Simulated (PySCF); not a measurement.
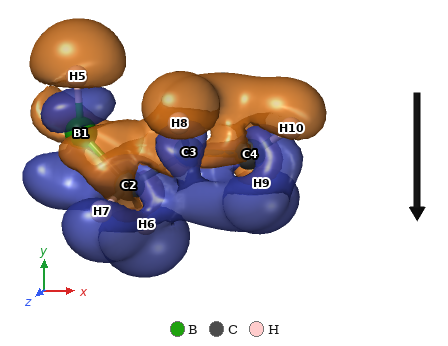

C$_{3}$H$_{6}$B, doublet, SMILES `[BH]CC=C`. Change of the electron density in a uniform field of 0.21 V/Å along −y (arrow), surfaces at ±0.001 e/Å³ (orange: gain, blue: loss).

Computed with PySCF, r2SCAN/def2-SVPD, geometry: GFN2-xTB. No frequency check shows the geometry to be a minimum. The stability of the open-shell solution wasn't checked. GFN2-xTB doesn't know the spin state, so this open-shell geometry is rough.

Geometry (Å), atoms numbered from 1:

```
B1      -1.8503    0.3938   -0.4205
C2      -0.7610   -0.5682    0.1378
C3       0.5105    0.1713    0.4329
C4       1.6189    0.0627   -0.2805
H5      -1.9104    1.5490   -0.2918
H6      -0.5449   -1.4245   -0.5064
H7      -1.1588   -0.9803    1.0729
H8       0.4634    0.8664    1.2614
H9       1.6917   -0.6155   -1.1155
H10      2.5000    0.6412   -0.0600
```

The field was applied in both directions; the picture shows the one opposite to the script's first.

### What dipole is induced, and what polarisability does it imply?

The induced dipole is 0.48 D (along the field); α along this axis, from the fields in both directions, is 47 bohr³ (7.0 Å³).

Cost of the run: 2.2 min on 1 thread of Arm Neoverse V2, on a shared host, peak memory 0.59 GiB.
